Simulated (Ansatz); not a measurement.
# GeH2S: energy of protonation at one site, by script

The task is the energy of protonation at one site, for GeH2S. SMILES: [SH][GeH].

Computed with the Python package of Ansatz 0.2.0. Level of theory: r2SCAN+D3(BJ)/def2-SVP.

### 1 The system

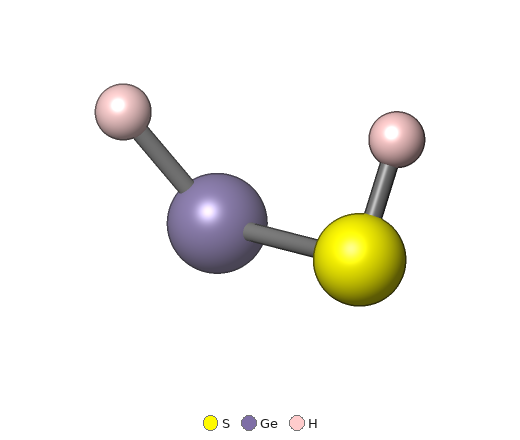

The structure that the script starts from, seen from a chosen angle (sulfur yellow, germanium purple, hydrogen pink).

The script holds or builds the structure itself.

### 2 The code

File geh2s_pa.py:

```python
"""Proton affinity of GeH2S at one site."""

import ansatz as az
from ase import Atoms
import numpy as np

BASIS_SET = "def2-SVP"
XC = "r2scan"
DISPERSION = "d3bj"
CHARGE = 1
FMAX = 0.01

atoms = Atoms(["S", "Ge", "H", "H"], positions=[
    [-0.5434, -1.1505, 0.5933],
    [-0.5614, 0.5903, -0.8496],
    [0.774, -1.2484, 0.5086],
    [0.3863, 1.7484, -0.2725],
])
mol = az.Crystal.molecule_from_ase(atoms)

calc = mol.calculation().basis(gaussian=BASIS_SET).functional(XC, dispersion=DISPERSION)
symbols = [site.symbol for site in mol.cartesian_sites]
start = np.array([site.position_ang for site in mol.cartesian_sites], dtype=float)
report = calc.relax(force_tolerance=0.01).run(threads=1).report
end = np.array(report["positions_ang"])

# put the proton on the side away from the neighbours, slightly off axis
away = sum((end[0] - end[j]) / np.linalg.norm(end[0] - end[j]) for j in [1, 2]) + np.array([0.15, 0.1, -0.2])
proton = end[0] + 1.4 * away / np.linalg.norm(away)
acid = az.Crystal.molecule()
for symbol, place in zip(symbols, end):
    acid = acid.atom(symbol, place.tolist())
acid = acid.atom("H", proton.tolist())
protonated = (
    acid.calculation()
    .basis(gaussian=BASIS_SET)
    .functional(XC, dispersion=DISPERSION)
    .charge(CHARGE)
    .relax(force_tolerance=FMAX, max_steps=80)
)
after = protonated.run(threads=1).report
xyz = np.array(after["positions_ang"])
reach = np.linalg.norm(xyz[:-1] - xyz[-1], axis=1)
print(f"base {report['free_energy_ev']:.5f} eV, protonated {after['free_energy_ev']:.5f} eV")
print(f"the proton ends {reach.min():.3f} A from {symbols[reach.argmin()]}{reach.argmin()}")
print(f"electronic proton affinity {96.485332 * (report['free_energy_ev'] - after['free_energy_ev']):.1f} kJ/mol")
```

### 3 The calls as engine input

The package turns the script's settings into the engine's input (first run):

```yaml
crystal:
  periodic: [false, false, false]
  atoms:
    - { symbol: S, position_ang: [-0.5434, -1.1505, 0.5933] }
    - { symbol: Ge, position_ang: [-0.5614, 0.5903, -0.8496] }
    - { symbol: H, position_ang: [0.774, -1.2484, 0.5086] }
    - { symbol: H, position_ang: [0.3863, 1.7484, -0.2725] }
basis:
  gaussian:
    orbitals: def2-SVP
hamiltonian:
  xc: r2scan
  dispersion: d3bj
relax:
  f_tol: 0.01
```

### 4 Launch

Command:

```
> python geh2s_pa.py
```

Without the output at hand: what should come out? Wanted: electronic proton affinity; moves of the relaxation of run 1; energy gained in run 1; last largest force component of run 1; moves of the relaxation of run 2; energy gained in run 2; last largest force component of run 2.

As calculated:

| quantity | value |
| --- | --- |
| electronic proton affinity | 772.8 kJ/mol |
| runs compared | 2 |
| moves of the relaxation of run 1 | 6 |
| energy gained in run 1 | 0.617 eV |
| last largest force component of run 1 | 0.0045 eV/Å |
| moves of the relaxation of run 2 | 9 |
| energy gained in run 2 | 1.105 eV |
| last largest force component of run 2 | 0.0012 eV/Å |

Run 1: The relaxation took 6 moves; the largest shift is 0.420 Å, of atom 4 (H). Run 2: The relaxation took 9 moves; the largest shift is 0.472 Å, of atom 1 (S). The proton is put on one chosen atom, which needn't be the most basic site, so the molecule's proton affinity can be higher; the ends are stationary points, not checked by frequencies, and zero-point and thermal terms count only where printed. A dispersion term here runs with damping parameters fitted for another variant or functional.
